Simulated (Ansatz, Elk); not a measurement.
**Ag2BiRuO4: X-ray structure factors from the self-consistent density**

Structure refinements treat a crystal as free atoms side by side. For a made-up structure of Ag2BiRuO4 (cell and positions from a PBE relaxation) the runs below show what the calculated density changes in F(hkl).

Method: DFT, PBE, all-electron APW+lo, Dirac cores, scalar-relativistic bands, static density, no spin, in Elk 11.2.3 (patched build).

The structure was built from a prototype and need not be the compound's stable phase.

## Step 1: The starting structure

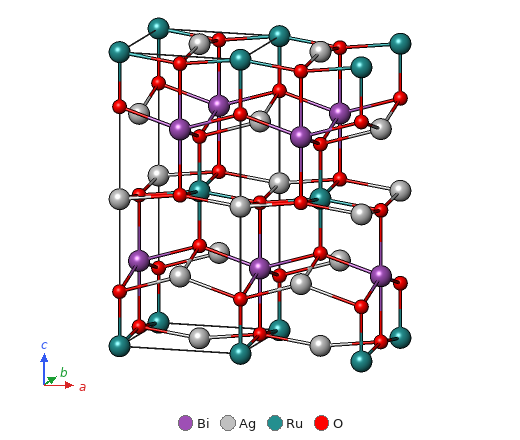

The cell as given, slightly off an axis (bismuth purple, silver light grey, ruthenium teal, oxygen red). 2×1×1 cells are drawn. This picture shows the conventional cell, with its axes. Some periodic images of atoms are drawn too.

Coordinates:

```cif
data_structure
_symmetry_space_group_name_H-M 'I-4m2'
_symmetry_Int_Tables_number 119
_cell_length_a 4.5673
_cell_length_b 4.5673
_cell_length_c 10.7808
_cell_angle_alpha 90.000
_cell_angle_beta 90.000
_cell_angle_gamma 90.000
_cell_volume 224.89
loop_
_atom_site_label
_atom_site_type_symbol
_atom_site_symmetry_multiplicity
_atom_site_Wyckoff_symbol
_atom_site_fract_x
_atom_site_fract_y
_atom_site_fract_z
_atom_site_occupancy
Bi1 Bi 2 c 0.00000 0.50000 0.25000 1
Ag1 Ag 2 d 0.50000 0.00000 0.25000 1
Ag2 Ag 2 b 0.50000 0.50000 0.00000 1
Ru1 Ru 2 a 0.00000 0.00000 0.00000 1
O1 O 4 e 0.50000 0.50000 0.31432 1
O2 O 4 f 0.00000 0.50000 0.47360 1
```

## Step 2: Ground state and structure factors

An all-electron density is needed, since X-rays see the cores too. Task 0 finds the density and task 195 Fourier-transforms it; tshift is off so that phases refer to the origin typed.

Input file elk.in:

```
tasks
  0
  195

xctype
  20

spinpol
  .false.

rgkmax
  7.0

gmaxvr
  14.0

lmaxo
  7

lmaxapw
  8

swidth
  0.002

tshift
  .false.

ramdisk
  .false.

hmaxvr
  5.5

maxscl
  120

epspot
  1e-06

sppath
  './'

avec
  -4.31550594209 4.31550594209 10.18634549927
  4.31550594209 -4.31550594209 10.18634549927
  4.31550594209 4.31550594209 -10.18634549927

atoms
  4
  'Bi.in'
  1
  0.7500000000 0.2500000000 0.5000000000   0.000000 0.000000 0.000000
  'Ag.in'
  2
  0.2500000000 0.7500000000 0.5000000000   0.000000 0.000000 0.000000
  0.5000000000 0.5000000000 -0.0000000000   0.000000 0.000000 0.000000
  'Ru.in'
  1
  -0.0000000000 -0.0000000000 0.0000000000   0.000000 0.000000 0.000000
  'O.in'
  4
  0.8143242412 0.8143242412 -0.0000000000   0.000000 0.000000 0.000000
  0.9735972592 0.4735972592 0.5000000000   0.000000 0.000000 0.000000
  0.1856757588 0.1856757588 -0.0000000000   0.000000 0.000000 0.000000
  0.5264027408 0.0264027408 0.5000000000   0.000000 0.000000 0.000000

ngridk
  7 7 7
```

Command:

```
> OMP_NUM_THREADS=4 elk
```

Numbers of over 12 decimals in the logs are rounded to 6 here.

The program printed:

```text
┌─────────────────────────┐
│ Elk code version 11.2.3 │
└─────────────────────────┘

All units are atomic (Hartree, Bohr, etc.)

┌─────────────────────────────────────────────────┐
│ Ground-state run starting from atomic densities │
└─────────────────────────────────────────────────┘

Lattice vectors :
  -4.315505942       4.315505942       10.18634550
   4.315505942      -4.315505942       10.18634550
   4.315505942       4.315505942      -10.18634550

Reciprocal lattice vectors :
 -0.9351917541E-17  0.7279778306      0.3084121439
  0.7279778306     -0.9351917541E-17  0.3084121439
  0.7279778306      0.7279778306     -0.4166583967E-17

Unit cell volume      :    758.8253513
Brillouin zone volume :   0.3268870933

Muffin-tin inner radius fraction :   0.1000000000E-01

Nuclei treated as point charges

Species : 1 (Bi)
 parameters loaded from : Bi.in
 name : bismuth
 nuclear charge    :   -83.00000000
 electronic charge :    83.00000000
 atomic mass :    380947.9285
 muffin-tin radius :    2.800000000
 number of radial points in muffin-tin :   1393
 inner part over the whole radius :   0.9976520004E-02
 number on inner part of muffin-tin    :   1001
 approximate nuclear radius :   0.1052171418E-03
 number of mesh points to nuclear radius :    526
 atomic positions (lattice), magnetic fields (Cartesian) :
  1 :   0.75000000  0.25000000  0.50000000    0.00000000  0.00000000  0.00000000

Species : 2 (Ag)
 parameters loaded from : Ag.in
 name : silver
 nuclear charge    :   -47.00000000
 electronic charge :    47.00000000
 atomic mass :    196631.6998
 muffin-tin radius :    2.600000000
 number of radial points in muffin-tin :   1193
 inner part over the whole radius :   0.9869554211E-02
 number on inner part of muffin-tin    :    849
 approximate nuclear radius :   0.8648227117E-04
 number of mesh points to nuclear radius :    425
 atomic positions (lattice), magnetic fields (Cartesian) :
  1 :   0.25000000  0.75000000  0.50000000    0.00000000  0.00000000  0.00000000
  2 :   0.50000000  0.50000000  0.00000000    0.00000000  0.00000000  0.00000000

Species : 3 (Ru)
 parameters loaded from : Ru.in
 name : ruthenium
 nuclear charge    :   -44.00000000
 electronic charge :    44.00000000
 atomic mass :    184239.3393
 muffin-tin radius :    2.205695145
 number of radial points in muffin-tin :   1193
 inner part over the whole radius :   0.9908542824E-02
 number on inner part of muffin-tin    :    845
 approximate nuclear radius :   0.8462081736E-04
 number of mesh points to nuclear radius :    426
 atomic positions (lattice), magnetic fields (Cartesian) :
  1 :   0.00000000  0.00000000  0.00000000    0.00000000  0.00000000  0.00000000

Species : 4 (O)
 parameters loaded from : O.in
 name : oxygen
 nuclear charge    :   -8.000000000
 electronic charge :    8.000000000
 atomic mass :    29165.12205
 muffin-tin radius :    1.527019715
 number of radial points in muffin-tin :    593
 inner part over the whole radius :   0.9979592102E-02
 number on inner part of muffin-tin    :    406
 approximate nuclear radius :   0.5115538663E-04
 number of mesh points to nuclear radius :    175
 atomic positions (lattice), magnetic fields (Cartesian) :
  1 :   0.81432424  0.81432424  0.00000000    0.00000000  0.00000000  0.00000000
  2 :   0.97359726  0.47359726  0.50000000    0.00000000  0.00000000  0.00000000
  3 :   0.18567576  0.18567576  0.00000000    0.00000000  0.00000000  0.00000000
  4 :   0.52640274  0.02640274  0.50000000    0.00000000  0.00000000  0.00000000

Total number of atoms per unit cell :    8
Total muffin-tin volume :    343.8060988
 ratio of muffin-tin to unit cell volume :   0.4530767169

Spin treatment :
 spin-unpolarised

Number of Bravais lattice symmetries :   16
Number of crystal symmetries         :    8
Crystal has no inversion symmetry
Complex Hermitian eigensolver will be used

k-point grid :      7     7     7
k-point offset :    0.000000000       0.000000000       0.000000000
[...]
(states/Hartree/unit cell)

Estimated indirect band gap :   0.1832461286E-03
 from k-point 45 to k-point 31
Estimated direct band gap   :   0.3362197162E-02
 at k-point 17

Charges :
 core                        :    160.0000000
 valence                     :    93.00000000
 interstitial                :    11.07368363
 muffin-tins (core leakage)
  species : 1 (Bi)
[...]
species : 2 (Ag)
[...]
species : 3 (Ru)
[...]
species : 4 (O)
[...]
total in muffin-tins        :    241.9263164
 total calculated charge     :    252.9938987
 total charge                :    253.0000000
 error                       :   0.6101254106E-02

RMS change in Kohn-Sham potential (target) :   0.9651533474     (  0.1000000000E-05)
Absolute change in total energy (target)   :   0.5208422426     (  0.1000000000E-03)

[... loops 3 to 21 left out ...]

┌──────────────────┐
│ Loop number : 22 │
└──────────────────┘

Energies :
 Fermi                       :     0.261298
 sum of occupied eigenvalues :     -22591.620315087
 electron kinetic            :      41388.027884480
 core electron kinetic       :      40649.301567992
 Coulomb                     :     -77571.252152928
 Coulomb potential           :     -62849.353579970
 nuclear-nuclear             :     -3454.4734789293
 electron-nuclear            :     -85457.377401699
 Hartree                     :      11340.598727700
 Madelung                    :     -46146.575362943
 xc potential                :     -1130.2946195969
 exchange                    :     -851.99720320619
 correlation                 :     -13.581069001708
 electron entropic           :    -0.20695981159829E-02
 total energy                :     -37048.804610254

Density of states at Fermi energy :    158.6755209
 (states/Hartree/unit cell)

Estimated indirect band gap :   0.6719325887E-03
 from k-point 31 to k-point 23
Estimated direct band gap   :   0.4389122060E-02
 at k-point 34

Charges :
 core                        :    160.0000000
 valence                     :    93.00000000
 interstitial                :    11.36361431
 muffin-tins (core leakage)
  species : 1 (Bi)
[...]
species : 2 (Ag)
[...]
species : 3 (Ru)
[...]
species : 4 (O)
[...]
total in muffin-tins        :    241.6363857
 total calculated charge     :    252.9945645
 total charge                :    253.0000000
 error                       :   0.5435539802E-02

RMS change in Kohn-Sham potential (target) :   0.6267654893E-06 (  0.1000000000E-05)
Absolute change in total energy (target)   :   0.6593581929E-05 (  0.1000000000E-03)

Convergence targets achieved

┌──────────────────┐
│ Loop number : 23 │
└──────────────────┘

Energies :
 Fermi                       :     0.261298
 sum of occupied eigenvalues :     -22591.620309982
 electron kinetic            :      41388.027880901
 core electron kinetic       :      40649.301569637
 Coulomb                     :     -77571.252145100
 Coulomb potential           :     -62849.353588928
 nuclear-nuclear             :     -3454.4734789293
 electron-nuclear            :     -85457.377375866
 Hartree                     :      11340.598709696
 Madelung                    :     -46146.575350636
 xc potential                :     -1130.2946019553
 exchange                    :     -851.99720268625
 correlation                 :     -13.581068995702
 electron entropic           :    -0.20695991749521E-02
 total energy                :     -37048.804605479

Density of states at Fermi energy :    158.6755795
 (states/Hartree/unit cell)

Estimated indirect band gap :   0.6719621323E-03
 from k-point 31 to k-point 23
Estimated direct band gap   :   0.4389120058E-02
 at k-point 34

Charges :
 core                        :    160.0000000
 valence                     :    93.00000000
 interstitial                :    11.36361479
 muffin-tins (core leakage)
  species : 1 (Bi)
[...]
species : 2 (Ag)
[...]
species : 3 (Ru)
[...]
species : 4 (O)
[...]
atom 2                    :    6.784483294     ( -0.3263571635E-09)
   atom 3                    :    6.851278145     (  0.1751744083E-08)
   atom 4                    :    6.784483294     ( -0.3263571635E-09)
 total in muffin-tins        :    241.6363852
 total calculated charge     :    252.9945645
 total charge                :    253.0000000
 error                       :   0.5435540096E-02

┌──────────────────────────────┐
│ Self-consistent loop stopped │
└──────────────────────────────┘

Warning : the lowest level lies among the core levels :   -3.088481609      -2.887522597

Warning : core states of species 1 leak from the muffin-tin :   0.6681314333E-03

Wrote STATE.OUT
```

The job ended after 4.7 min (4 threads of Arm Neoverse V1, shared host; peak memory 0.32 GiB; 17 min of CPU time).

SFACRHO.OUT:

```text

h k l indices transformed by vhmat matrix:
   1.000000000       0.000000000       0.000000000    
   0.000000000       1.000000000       0.000000000    
   0.000000000       0.000000000       1.000000000    

      h      k      l  multipl.   |H|            Re(F)            Im(F)           |F|

      0      0      0      1   0.0000000       253.00000      0.48858779E-16   253.00000    
      1      1     -1      2  0.61682429      -33.793529      0.27149763E-13   33.793529    
      0     -1      1      4  0.79061354       2.4054092       36.235384       36.315135    
      1      0      0      4  0.79061354       2.4054092      -36.235384       36.315135    
      1     -1      0      4   1.0295161      -36.317775      0.76760104E-13   36.317775    
      2      1     -2      4   1.1772910      -14.904513      -26.650925       30.535493    
     -2     -1      2      4   1.1772910      -14.904513       26.650925       30.535493    
     -1     -1      0      8   1.2001565       166.00602      0.11880078E-12   166.00602    
     -2     -2      2      2   1.2336486       193.92841      0.21489449E-12   193.92841    
      1     -1      1      4   1.4559557       198.25328     -0.11650390E-12   198.25328    
      0     -2      2      4   1.5812271      -31.854045      0.22819385E-01   31.854053    
      2      0      0      4   1.5812271      -31.854045     -0.22819385E-01   31.854053    
      2      2     -3      8   1.6067956      -42.547945     -0.46730501E-13   42.547945    
     -1      2     -1      8   1.6567669       1.0026195       32.801162       32.816481    
     -1      2      0      8   1.6567669       1.0026195      -32.801162       32.816481    
     -2     -3      2      4   1.7052575       5.8959662      -38.094637       38.548201    
      2      3     -2      4   1.7052575       5.8959662       38.094637       38.548201    
      3      3     -3      2   1.8504729      -21.995744      0.33566980E-13   21.995744
```

Elk indexes on the primitive cell of elk.in and gives |H| = 4π sin θ/λ in inverse bohr. Below, one row stands for each form hkl of the conventional cell (m members, Friedel mates merged), F is for one primitive cell and the density is static (no thermal factor). Free-atom factors are Waasmaier and Kirfel's, and R is Σm||F|−|F'||/Σm|F|.

```
hkl   m  sin θ/λ (Å⁻¹)  abs F, DFT  neutral atoms   diff.  abs of complex diff.     ions   diff.
002   2          0.093      33.794         34.096  -0.303                 0.303   33.672  +0.122
101   8          0.119      36.315         36.366  -0.051                 0.147   36.090  +0.225
110   4          0.155      36.318         36.277  +0.041                 0.041   36.743  -0.425
103   8          0.177      30.535         30.444  +0.092                 0.525   30.728  -0.192
112   8          0.180     166.006        167.196  -1.190                 1.190  165.044  +0.962
004   2          0.185     193.928        194.078  -0.150                 0.150  194.213  -0.285
200   4          0.219     198.253        197.949  +0.304                 0.304  198.792  -0.539
202   8          0.238      31.854         31.615  +0.239                 0.240   31.829  +0.025
114   8          0.242      42.548         42.299  +0.248                 0.248   42.763  -0.215
211  16          0.249      32.817         32.640  +0.177                 0.182   32.889  -0.073
105   8          0.256      38.548         38.258  +0.290                 0.338   38.583  -0.034
006   2          0.278      21.996         21.729  +0.266                 0.266   21.834  +0.162
213  16          0.282      28.422         28.366  +0.056                 0.099   28.505  -0.084
204   8          0.287     166.362        166.434  -0.072                 0.091  166.676  -0.314
```

The ions are Ag+, Bi3+, Ru3+ and O2−, by formal charge.

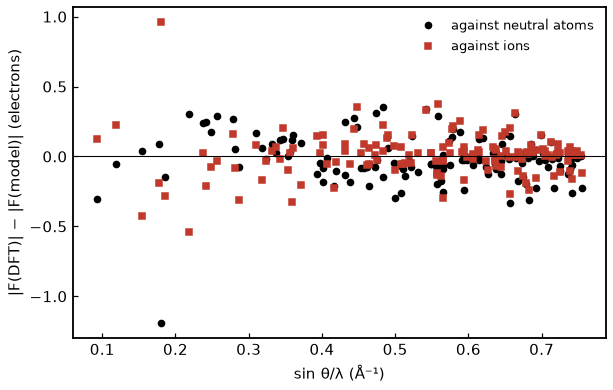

Difference between the calculated structure factors and the independent-atom ones.

(Part 1 of 2 ends here.)

[Logs are printed without paths, hosts, clocks, repeated set-up lines and the standing remarks that a program may print on its own settings, such as how far it seeks lower states.]

[Hosts, paths, dates, database ids (printed as entryN), source tags and the programs' standing remarks are cut or masked in the printed files.]
